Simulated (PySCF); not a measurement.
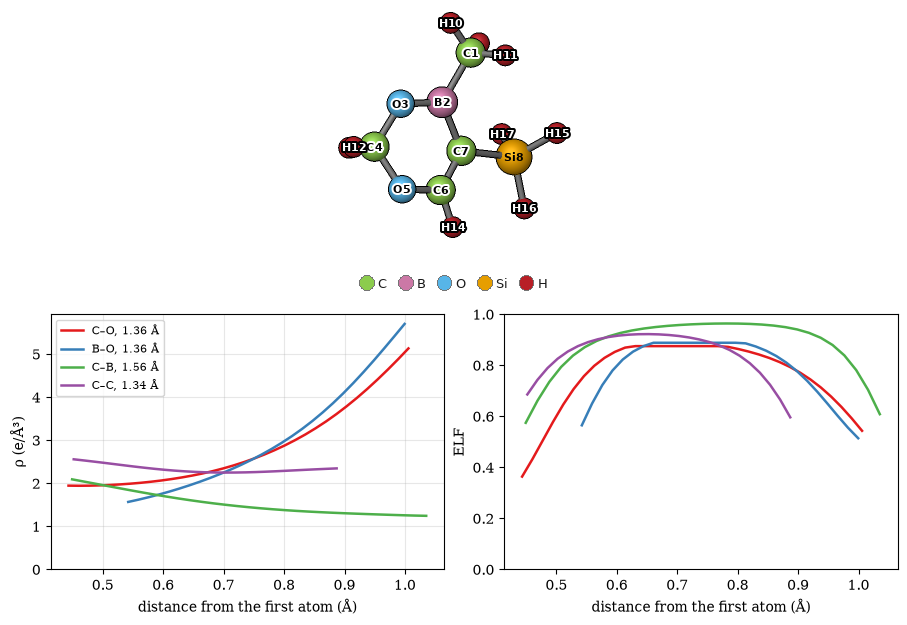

The picture shows: C$_{4}$H$_{9}$BO$_{2}$Si (SMILES CB1OCOC=C1[SiH3]). Total electron density and electron localisation function along straight lines between neighbouring atoms. The curves leave out the atomic cores. The structure is drawn too.

Geometry: GFN2-xTB.

These are results of PBE0/pcSseg-1, SCF density, gas phase, non-relativistic in PySCF, not measurements.

| atom | x (Å) | y (Å) | z (Å) |
| --- | --- | --- | --- |
| C | -0.2495 | 2.1962 | -0.1220 |
| B | -0.5740 | 0.6490 | -0.0898 |
| O | -1.8739 | 0.2666 | -0.0752 |
| C | -2.1891 | -1.0878 | -0.0676 |
| O | -1.3035 | -1.9088 | 0.6453 |
| C | 0.0226 | -1.6265 | 0.4989 |
| C | 0.5142 | -0.4629 | 0.0553 |
| Si | 2.3615 | -0.2055 | -0.1117 |
| H | 0.4570 | 2.4282 | -0.9156 |
| H | -1.1397 | 2.8013 | -0.2672 |
| H | 0.2187 | 2.5104 | 0.8087 |
| H | -3.1718 | -1.2162 | 0.4021 |
| H | -2.2354 | -1.4414 | -1.1175 |
| H | 0.6144 | -2.4714 | 0.8313 |
| H | 2.8057 | 0.8775 | 0.7713 |
| H | 3.0572 | -1.4464 | 0.2440 |
| H | 2.6787 | 0.1496 | -1.5003 |

**What kind of bonding do the profiles show?**

C–O (1.36 Å): the density is about 2.3 e/Å³ at the midpoint, with its minimum of 1.9 e/Å³ about 0.5 Å from C; the ELF peaks at about 0.90 between the atoms: a shared but strongly polarised pair.
B–O (1.36 Å): the density is about 2.1 e/Å³ at the midpoint; the ELF peaks at about 0.90 between the atoms, as expected for a polar covalent bond.
C–B (1.56 Å): ρ at the midpoint is about 1.4 e/Å³; the ELF peaks at about 0.95 between the atoms; a covalent bond.
C–C (1.34 Å): ρ is about 2.3 e/Å³ halfway; the ELF peaks at about 0.90 between the atoms: a short, multiple covalent bond.
